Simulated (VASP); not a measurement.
Band structure of HoBi (space group Fm-3m). All values below come from r2SCAN+rVV10, VASP's PBE PAW potentials (set 64) (plane waves; VASP).

The 4f electrons are frozen in the core of the lanthanide potential, so 4f levels, which can set the real gap, and their magnetism are missing.  Unless said otherwise, spin-orbit coupling is left out, though it shifts the bands of the heavy elements here.

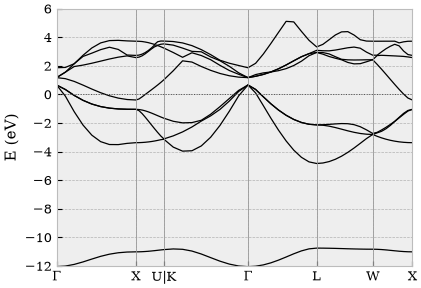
Fig. 1. Bands along high-symmetry lines, zero at the valence-band maximum or, without a gap, the Fermi level

Question: Read the plot: is there a gap, and where are the band edges?

Answer: It has no gap at this level: it comes out as a metal or semimetal.

The structure comes from a measured HoBi entry (Fm-3m) of the Crystallography Open Database, whose conditions weren't checked. It was relaxed first.
